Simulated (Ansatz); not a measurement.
The cell of KRb2SbF6 (I4/m). The cell is taken from the end point of a relaxation (final pressure about 5 GPa) with DFT, PAW plane waves, r2scan (Ansatz 0.2.0); the starting structure was generated, so it need not be a known form of this composition.

```
CELL_PARAMETERS angstrom
6.18261 0.00000 0.00000
0.00000 6.18261 0.00000
0.00000 0.00000 9.31661
ATOMIC_POSITIONS crystal
Sb 0.00000 0.00000 0.00000
K 0.50000 0.50000 0.00000
Rb 0.00000 0.50000 0.25000
Rb 0.50000 0.00000 0.25000
F 0.31481 0.84890 0.00000
F 0.84890 0.68519 0.00000
F 0.68519 0.15110 0.00000
F 0.15110 0.31481 0.00000
F 0.50000 0.50000 0.26496
F 0.00000 0.00000 0.23504
Sb 0.50000 0.50000 0.50000
K 0.00000 0.00000 0.50000
Rb 0.50000 0.00000 0.75000
Rb 0.00000 0.50000 0.75000
F 0.81481 0.34890 0.50000
F 0.34890 0.18519 0.50000
F 0.18519 0.65110 0.50000
F 0.65110 0.81481 0.50000
F 0.00000 0.00000 0.76496
F 0.50000 0.50000 0.73504
```

Bond valence s = exp((R0 − d)/b), R0 fitted to published crystal structures with b = 0.37 Å, summed over all anions within 5 Å; R0 in Å: Sb3+–F 1.870; K+–F 1.971; Rb+–F 2.113.

Calculate the bond-valence sums (anions within 5 Å).

Answer.
| site | x, y, z | formal valence | bond-valence sum | difference |
| --- | --- | --- | --- | --- |
| Sb1 | 0.000, 0.000, 0.000 | +3 | 2.68 | -0.32 |
| K1 | 0.500, 0.500, 0.000 | +1 | 1.65 | 0.65 |
| Rb1 | 0.000, 0.500, 0.250 | +1 | 1.03 | 0.03 |
| F1 | 0.315, 0.849, 0.000 | −1 | 1.12 | 0.12 |
| F2 | 0.500, 0.500, 0.265 | −1 | 0.97 | -0.03 |

The global instability index (root mean square of the differences over all atoms) is 0.24 v.u.: above 0.2, which by the usual rule of thumb marks a strained structure.

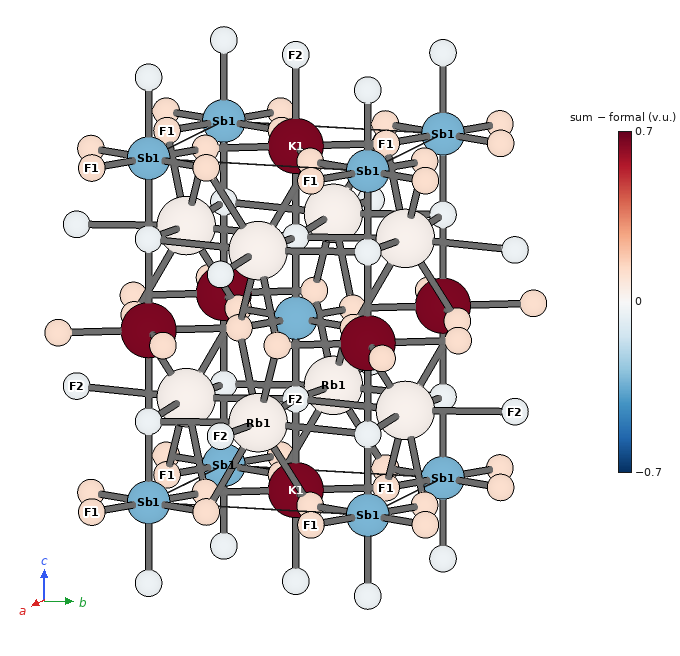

Atoms coloured by sum less the size of the formal valence, view slightly off an axis.
